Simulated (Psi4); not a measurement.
**AlH (SMILES [AlH]): B2PLYP/def2-TZVPPD (density fitting for correlation)**

What is the vertical ionisation energy of AlH at B2PLYP/def2-TZVPPD (density fitting for correlation)? Input form: a Python script.

Program for the calculation: Psi4 1.11.

1 further run of the same task is left out (set aside as unsound or not needed).

## (1) Starting point

AlH: 2 atoms, total charge 0, spin state singlet. As SMILES, `[AlH]`. The coordinates come from a PBE0-D4/def2-TZVP relaxation.

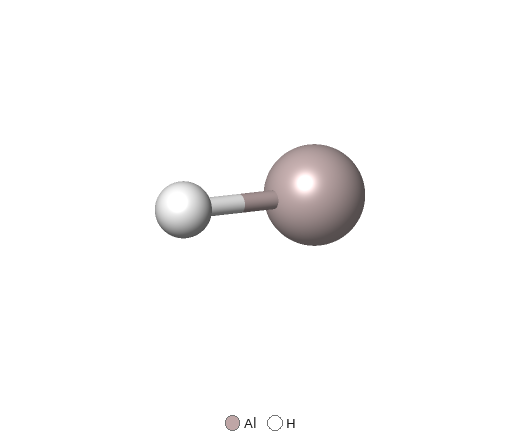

Viewed from a chosen angle; aluminium light grey, hydrogen white.

## (2) A single-point energy at B2PLYP/def2-TZVPPD (density fitting for correlation)

run.py

```python
import psi4

psi4.set_memory(2200000000)
psi4.set_num_threads(1)
psi4.set_output_file('output.dat', False)

mol = psi4.geometry("""
0 1
Al     0.000000     0.000000    -0.025640
H      0.000000     0.000000     1.639110
units angstrom
symmetry c1
no_reorient
no_com
""")

psi4.set_options({
    'basis': 'def2-TZVPPD',
    'puream': True,
    'e_convergence': 1e-09,
    'd_convergence': 1e-08,
    'scf_type': 'pk',
    'dft_radial_points': 99,
    'dft_spherical_points': 590,
    'num_frozen_docc': 5,
})

energy_value, wavefunction = psi4.energy('b2plyp', molecule=mol, return_wfn=True)
print('E =', round(energy_value, 9))
```

Started as:

```
$ python run.py
```

output.dat:

```text
[...]
  Running in c1 symmetry.
[...]
  Nuclear repulsion =    4.132334427817991
[...]
  Multiplicity = 1
[...]
  Nalpha       = 7
  Nbeta        = 7
[...]
    Number of basis functions: 65
[...]
   @RKS iter   1:  -242.82991288771703   -4.40154e-01   2.78728e-03 ADIIS/DIIS
[...]
   @RKS iter   8:  -242.84036501951110   -3.06102e-11   6.15799e-09 DIIS
[...]
    Orbital Energies [Eh]
    ---------------------
    Doubly Occupied:
       1A    -57.063665     2A     -4.455560     3A     -2.908732
       4A     -2.908732     5A     -2.903996     6A     -0.418091
       7A     -0.242281
[...]
  @RKS Final Energy:  -242.84036501951110
   => Energetics <=
    Nuclear Repulsion Energy =              4.1323344278179910
    One-Electron Energy =                -345.6670161568521280
    Two-Electron Energy =                 107.7426431587404352
    DFT Exchange-Correlation Energy =      -9.0483264492173721
    Empirical Dispersion Energy =           0.0000000000000000
    VV10 Nonlocal Energy =                  0.0000000000000000
    Total Energy =                       -242.8403650195110970
[...]
 Multipole Moments:
 ------------------------------------------------------------------------------------
     Multipole            Electronic (a.u.)      Nuclear  (a.u.)        Total (a.u.)
 ------------------------------------------------------------------------------------
 L = 1.  Multiply by 2.5417464519 to convert [e a0] to [Debye]
 Dipole X            :         -0.0000000            0.0000000           -0.0000000
 Dipole Y            :         -0.0000000            0.0000000           -0.0000000
 Dipole Z            :         -2.5325324            2.4675855           -0.0649469
 Magnitude           :                                                    0.0649469
[...]
```

Standard output:

```text
E = -242.86184824
```

It took 6.3 s on 1 thread of Intel Xeon Platinum 8259CL at 2.50GHz (Skylake/Cascade Lake), shared host; peak memory 0.45 GiB.

## (3) The doublet cation, same level

run.py

```python
import psi4

psi4.set_memory(2200000000)
psi4.set_num_threads(1)
psi4.set_output_file('run.log', False)

geom = psi4.geometry("""
1 2
Al     0.000000     0.000000    -0.025640
H      0.000000     0.000000     1.639110
symmetry c1
""")

psi4.set_options({
    'basis': 'def2-TZVPPD',
    'reference': 'uks',
    'puream': True,
    'e_convergence': 1e-09,
    'd_convergence': 1e-08,
    'scf_type': 'pk',
    'dft_radial_points': 99,
    'dft_spherical_points': 590,
    'num_frozen_docc': 5,
    'maxiter': 100,
})

e_tot = psi4.energy("b2plyp")
print(f'total energy {e_tot:.8f} hartree = {e_tot * 27.211386:.5f} eV')
```

Started as:

```
$ python run.py
```

run.log:

```text
[...]
  Running in c1 symmetry.
[...]
  Nuclear repulsion =    4.132334427817990
[...]
  Multiplicity = 2
[...]
  Nalpha       = 7
  Nbeta        = 6
[...]
    Number of basis functions: 65
[...]
   @UKS iter   1:  -242.52675083800688   -1.36992e-01   2.59652e-03 DIIS/ADIIS
[...]
   @UKS iter  11:  -242.55099214161606   -1.19371e-12   1.53453e-09 DIIS
[...]
   @S^2 Observed:                7.690117826E-01
[...]
    Orbital Energies [Eh]
    ---------------------
    Alpha Occupied:
       1A    -57.393338     2A     -4.781271     3A     -3.232896
       4A     -3.232896     5A     -3.231985     6A     -0.721752
       7A     -0.554612
    Alpha Virtual:
       8A     -0.269897     9A     -0.269897    10A     -0.150020
      11A     -0.117146    12A     -0.084004    13A     -0.084004
      14A     -0.073867    15A     -0.073867    16A     -0.043596
      17A     -0.001533    18A      0.036447    19A      0.036447
      20A      0.055906    21A      0.055906    22A      0.078826
      23A      0.078826    24A      0.086459    25A      0.123596
[...]
  @UKS Final Energy:  -242.55099214161606
   => Energetics <=
    Nuclear Repulsion Energy =              4.1323344278179901
    One-Electron Energy =                -341.3213803046917292
    Two-Electron Energy =                 103.5703761019097016
    DFT Exchange-Correlation Energy =      -8.9323223666520200
    Empirical Dispersion Energy =           0.0000000000000000
    VV10 Nonlocal Energy =                  0.0000000000000000
    Total Energy =                       -242.5509921416160921
[...]
 Multipole Moments:
 ------------------------------------------------------------------------------------
     Multipole            Electronic (a.u.)      Nuclear  (a.u.)        Total (a.u.)
 ------------------------------------------------------------------------------------
 L = 1.  Multiply by 2.5417464519 to convert [e a0] to [Debye]
 Dipole X            :         -0.0000000            0.0000000           -0.0000000
 Dipole Y            :          0.0000000            0.0000000            0.0000000
 Dipole Z            :         -1.7055830            1.5600499           -0.1455331
 Magnitude           :                                                    0.1455331
[...]
```

Standard output:

```text
total energy -242.56276834 hartree = -6600.46912 eV
```

Wall time 8.7 s (1 thread of Intel Xeon Platinum 8259CL at 2.50GHz (Skylake/Cascade Lake), shared host); peak memory 0.44 GiB.

## (4) Summary of results

Level: B2PLYP/def2-TZVPPD (density fitting for correlation), 5 core orbitals frozen.

| quantity | value |
| --- | --- |
| singlet AlH: total energy | -242.86185 Eh |
| singlet AlH: HOMO energy (SCF part's orbitals) | -6.59 eV |
| singlet AlH: LUMO energy (SCF part's orbitals) | -0.76 eV |
| singlet AlH: HOMO–LUMO gap (SCF part's orbitals) | 5.83 eV |
| doublet cation: total energy | -242.56277 Eh |
| doublet cation: HOMO energy (SCF part's orbitals) (highest over α and β) | -15.09 eV |
| doublet cation: LUMO energy (SCF part's orbitals) (lowest over α and β) | -9.18 eV |
| doublet cation: ⟨S²⟩ | 0.769 |
| vertical ionisation energy (to the doublet cation) | 8.138 eV |

In words: Removing an electron at fixed nuclei costs 8.14 eV (188 kcal/mol). The negative HOMO energy of the first species, 6.59 eV, lies 1.55 eV below that difference.
